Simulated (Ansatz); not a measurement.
# CCSD/aug-cc-pVDZ run of B2O2 (diboron dioxide)

Aim: the electronic atomisation energy of B2O2 (diboron dioxide) at CCSD/aug-cc-pVDZ, from 3 runs. 

The calculation is run with Ansatz 0.2.0.

47 further runs of the same task are left out: 5 that didn't finish, 42 set aside as unsound or not needed.

### Step 1. The structure to begin with

B2O2 has 4 atoms, charge 0, and is taken as a singlet. SMILES: `O=BB=O`. The coordinates come from a PBE0-D4/def2-TZVP relaxation.

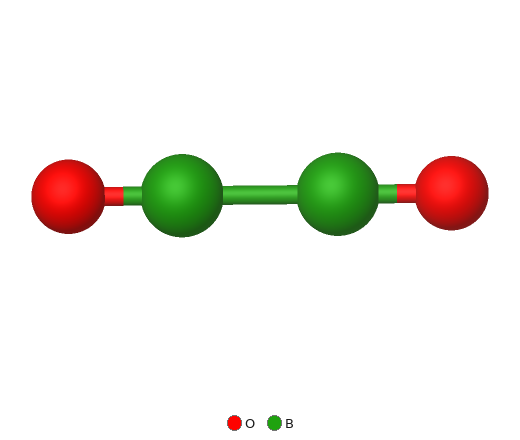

The structure, seen from a chosen angle (oxygen red, boron green).

### Step 2. The energy at CCSD/aug-cc-pVDZ

Contents of in.yaml:

```yaml
crystal:
  periodic: [false, false, false]
  atoms:
    - {symbol: O, position_ang: [-0.743090, 0.459760, 1.817650]}
    - {symbol: B, position_ang: [-0.302300, 0.187070, 0.739120]}
    - {symbol: B, position_ang: [0.302150, -0.186920, -0.739220]}
    - {symbol: O, position_ang: [0.743230, -0.459920, -1.817550]}
basis:
  gaussian:
    orbitals: aug-cc-pVDZ
magnetization:
  spin_polarized: false
  initial_magnetization: 0
correlation:
  method: ccsd
  frozen_orbitals: {B: 1, O: 1}
accuracy: high
scf:
  omitted_lower_state_checks: [cluster_reference, increment]
```

Launch:

```console
$ ansatz run in.yaml --threads 1 --pin off --max-ram 3480MiB --events-out events.jsonl --progress --plain --runs-dir runs
```

Log:

```text
Warning: RAYON_NUM_THREADS=1 ignored (pool sized by the plan → 1); use --threads N
[... 11 lines left out ...]
4 core orbitals not correlated: weight in the atoms' cores, before any rotation towards them, 1.000 or more for the frozen orbitals, at most 0.000 for the correlated occupied ones
[... 22 lines left out ...]
Total energy: -5435.50310034 eV, -199.7510546213 hartree
Checks for a lower state left out: cluster_reference, increment
```

Run time: 7.8 s. Hardware: 1 thread of Intel Xeon 6975P-C (Granite Rapids), shared host; peak memory 0.6 GiB.

### Step 3. The B atom, same level

Contents of job.yaml:

```yaml
crystal:
  periodic: [false, false, false]
  atoms:
    - {symbol: B, position_ang: [0.000000, 0.000000, 0.000000]}
basis:
  gaussian: {orbitals: aug-cc-pVDZ}
accuracy: high
magnetization: {spin_polarized: true, initial_magnetization: 1}
scf: {omitted_lower_state_checks: [cluster_reference, increment]}
correlation: {method: ccsd, frozen_orbitals: {B: 1}}
```

Launch:

```console
$ ansatz run job.yaml --threads 1 --pin off --max-ram 3480MiB --events-out events.jsonl --progress --plain --runs-dir runs
```

Log:

```text
Warning: RAYON_NUM_THREADS=1 ignored (pool sized by the plan → 1); use --threads N
[... 16 lines left out ...]
1 core orbitals not correlated: weight in the atoms' cores, before any rotation towards them, 1.000 or more for the frozen orbitals, at most 0.000 for the correlated occupied ones
[... 20 lines left out ...]
Total energy: -669.13324998 eV, -24.5901933821 hartree
Checks for a lower state left out: cluster_reference, increment
```

Wall time 0.2 s (1 thread of Intel Xeon 6975P-C (Granite Rapids), shared host).

### Step 4. The O atom, same level

Contents of job.yaml:

```yaml
crystal:
  periodic: [false, false, false]
  atoms:
    - {symbol: O, position_ang: [0.000000, 0.000000, 0.000000]}
basis:
  gaussian: {orbitals: aug-cc-pVDZ}
accuracy: high
correlation: {method: ccsd, frozen_orbitals: {O: 1}}
magnetization: {spin_polarized: true, initial_magnetization: 2}
total_charge: 0
scf: {omitted_lower_state_checks: [cluster_reference, increment]}
```

Run the same way, it converges to -74.92384 Eh (log not shown).

### Step 5. Outcome

At CCSD/aug-cc-pVDZ, 4 core orbitals frozen:

| quantity | value |
| --- | --- |
| molecule: total energy | -199.75105 Eh |
| molecule: correlation energy (4 core orbitals frozen) | -543.4 mEh |
| molecule: T1 diagnostic | 0.023 |
| B atom: total energy | -24.59019 Eh |
| B atom: correlation energy (1 core orbital frozen) | -59.6 mEh |
| B atom: ⟨S²⟩ of the reference determinant | 0.761 |
| B atom: T1 diagnostic | 0.014 |
| O atom: total energy | -74.92384 Eh |
| O atom: correlation energy (1 core orbital frozen) | -127.2 mEh |
| O atom: ⟨S²⟩ of the reference determinant | 2.008 |
| O atom: T1 diagnostic | 0.010 |
| electronic atomisation energy | 19.673 eV |

**Reading.** Taking the molecule apart into free atoms costs 19.67 eV (1898 kJ/mol), before zero-point energy and without spin-orbit coupling. The T1 diagnostic (molecule) of 0.023 is above the customary mark for such species, so a single reference may not serve.
